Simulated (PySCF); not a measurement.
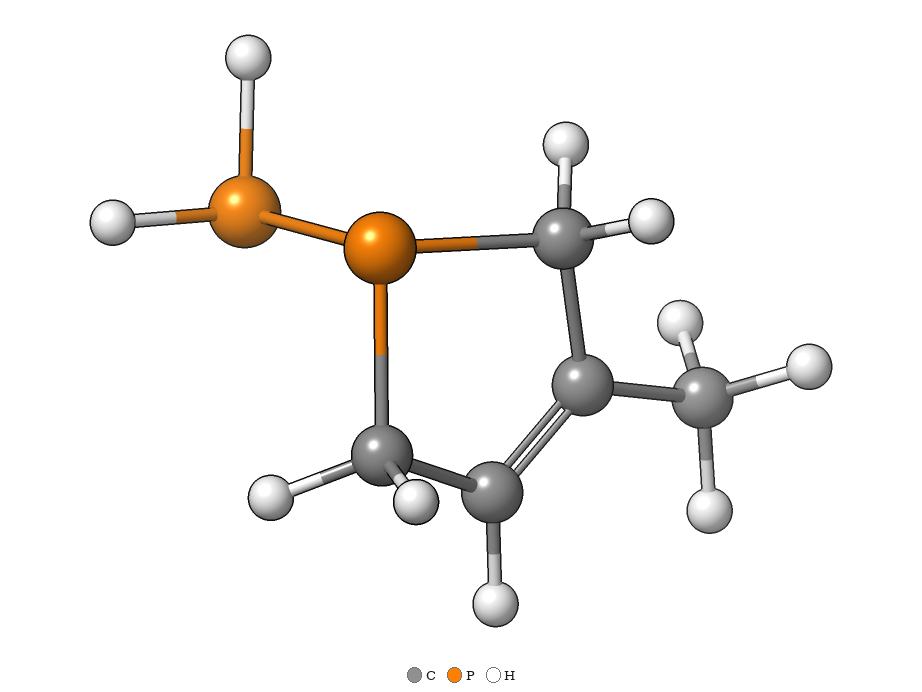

A ball-and-stick model of a molecule.

Computed geometry: GFN2-xTB optimisation. No frequency run is at hand to confirm it as a minimum.

Description:

It has 17 atoms: 5 carbon, 10 hydrogen and 2 phosphorus (C₅H₁₀P₂). As SMILES it reads `CC1=CCP(P)C1`. Independent rings (smallest set): 1 of 5 members. Among its groups: alkene. The point group is C1. Coordination: 3 C tetrahedral; 2 C trigonal planar; 2 P trigonal pyramidal.

The parts below concern this one geometry. Atoms keep their numbers from picture to picture.

Polarisability

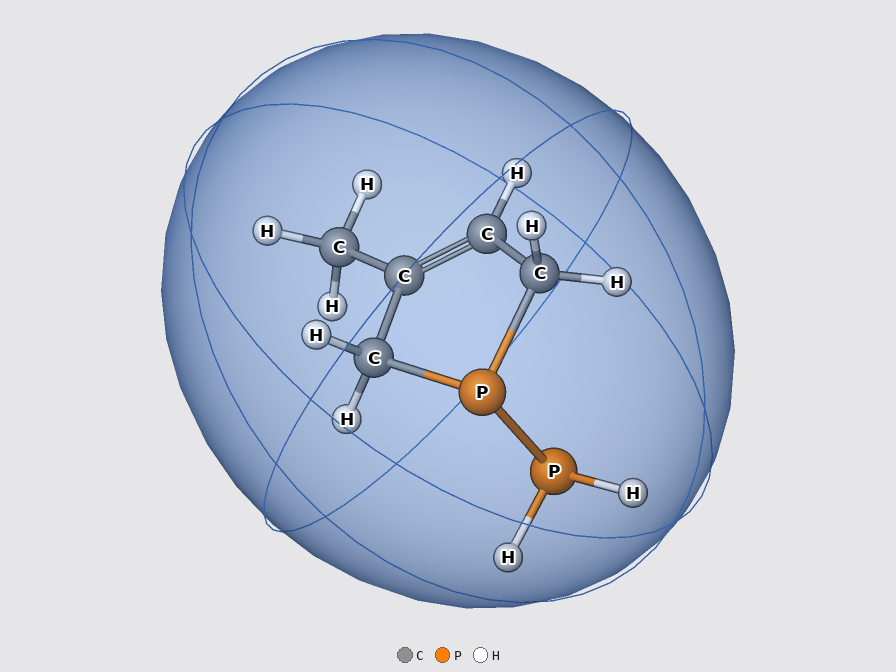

The ellipsoid shows the static dipole polarisability: its half-axes are proportional to the principal values. No frequency run is at hand to confirm it as a minimum. Level of theory: PBE0/def2-SVPD (PySCF 2.14.0).

**How large and how anisotropic is the polarisability?**

Principal values 97.8, 106.9, 119.0 bohr³; mean 107.9 bohr³ (15.99 Å³); anisotropy 18.4 bohr³, so the longest axis is 1.22 times the shortest.

NMR shielding

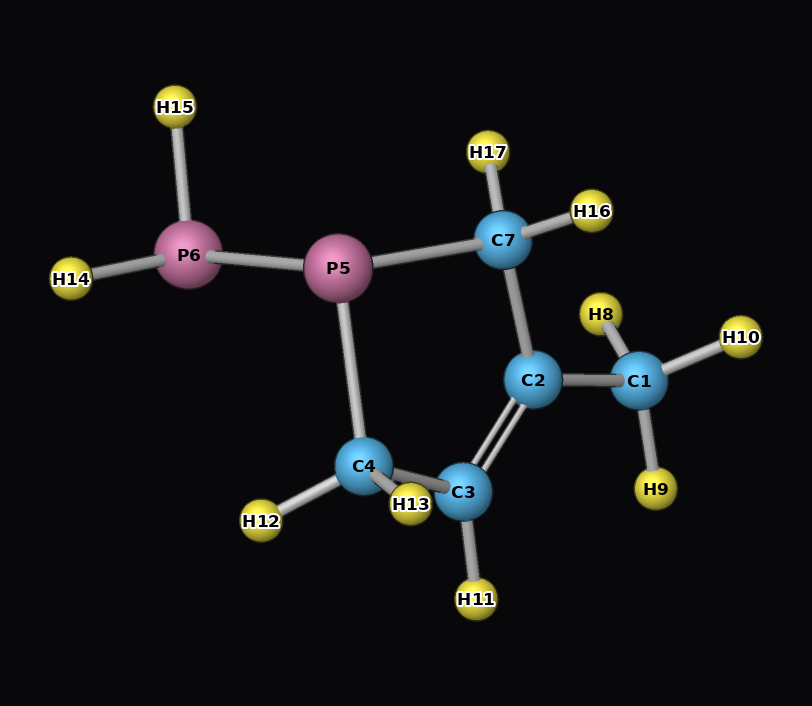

The questions are on isotropic NMR shieldings of the H atoms. No frequency run is at hand to confirm it as a minimum. Properties computed with GIAO PBE0/pcSseg-1 NMR shielding, non-relativistic, gas phase (PySCF 2.14.0).

List the isotropic NMR shieldings of the H atoms.

```json
{"atom": "H8", "σ (ppm)": "29.86"}
{"atom": "H9", "σ (ppm)": "29.39"}
{"atom": "H10", "σ (ppm)": "29.97"}
{"atom": "H11", "σ (ppm)": "25.97"}
{"atom": "H12", "σ (ppm)": "29.75"}
{"atom": "H13", "σ (ppm)": "28.75"}
{"atom": "H14", "σ (ppm)": "29.62"}
{"atom": "H15", "σ (ppm)": "29.63"}
{"atom": "H16", "σ (ppm)": "28.91"}
{"atom": "H17", "σ (ppm)": "30.04"}
```

Electronic properties

No frequency run is at hand to confirm it as a minimum. Method: PBE0/def2-SVPD, gas phase (PySCF 2.14.0). Excitations: vertical, linear response.

**Estimate the HOMO energy (Kohn–Sham orbital).**

−6.25 eV.

**Estimate the lowest vertical singlet excitation.**

5.33 eV.

**What is the brightest of the 6 lowest singlets?**

5.40 eV.

**What is the LUMO energy (Kohn–Sham orbital)?**

0.15 eV.

Ring current

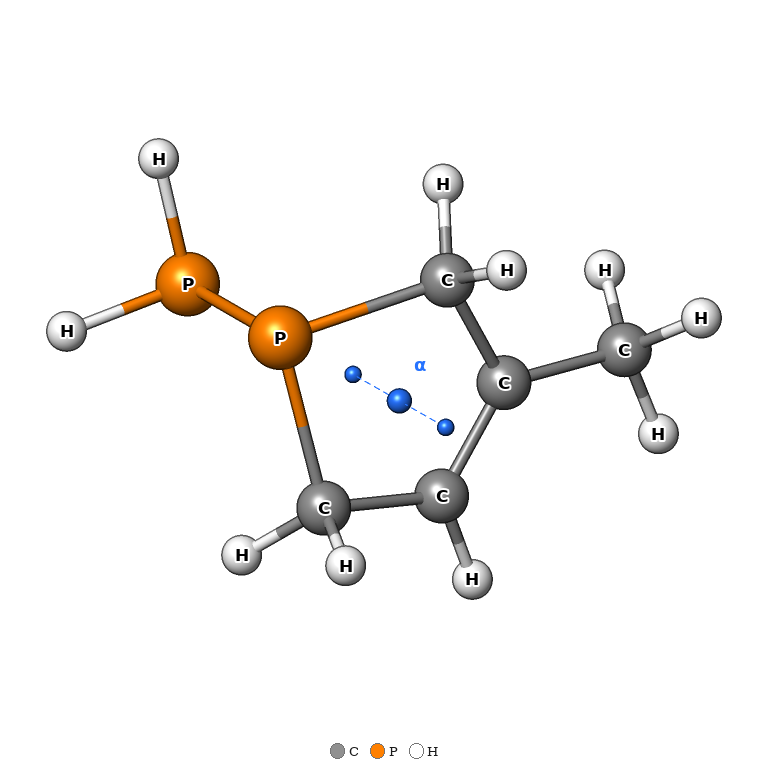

The small points mark where nucleus-independent chemical shifts (NICS) were computed: at the centre of each lettered ring and 1 Å above and below it. No frequency run is at hand to confirm it as a minimum. Method: GIAO PBE0/pcSseg-1 NMR shielding, non-relativistic, gas phase (PySCF 2.14.0).

Give NICS(0), NICS(1) and the out-of-plane component NICS(1)zz for each ring (means of the two sides).

| ring | members | NICS(0) | NICS(1) | NICS(1)zz |
| --- | --- | --- | --- | --- |
| α | C4P | −3.5 | −3.5 | −4.4 |

Values in ppm.

**What do the values say about the ring currents?**

Ring α: weak, as in a non-aromatic ring. NICS is one index among several.

The geometry is semi-empirical. Around P such bond lengths and angles can be off by a tenth of an ångström or more and by several degrees, and values that hang on the shape move with them.
